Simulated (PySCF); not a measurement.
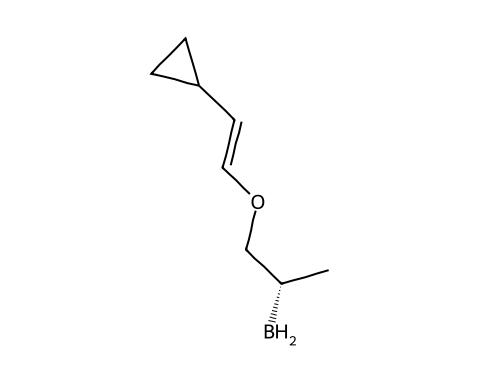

The geometry was computed by an optimisation with GFN2-xTB. No frequency run is at hand to confirm it as a minimum. Method: PBE0/pcSseg-1, gas phase (PySCF 2.14.0).

### What is the LUMO energy (Kohn–Sham orbital)?

−1.53 eV.

### Estimate the dipole moment.

0.58 D.

### Estimate the HOMO energy (Kohn–Sham orbital).

−6.04 eV.

The geometry is semi-empirical. Around B such bond lengths and angles can be off by a tenth of an ångström or more and by several degrees, and values that hang on the shape move with them.
